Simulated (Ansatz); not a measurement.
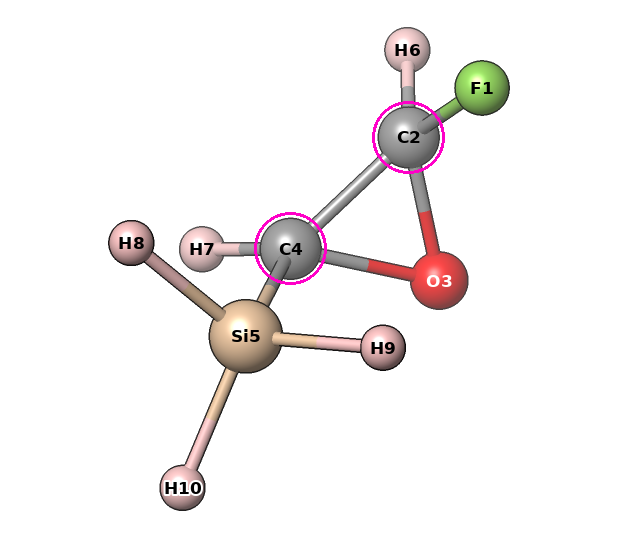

Distant atoms are faded towards the background colour. Circles mark the stereogenic atoms. The computed structure is the end point of a PBE-D4/def2-SVP optimisation. No frequency run is at hand to confirm it as a minimum.

**What are the Cahn–Ingold–Prelog descriptors?**

C2: R (priorities F1 > O3 > C4 > H6); C4: S (priorities Si5 > O3 > C2 > H7).
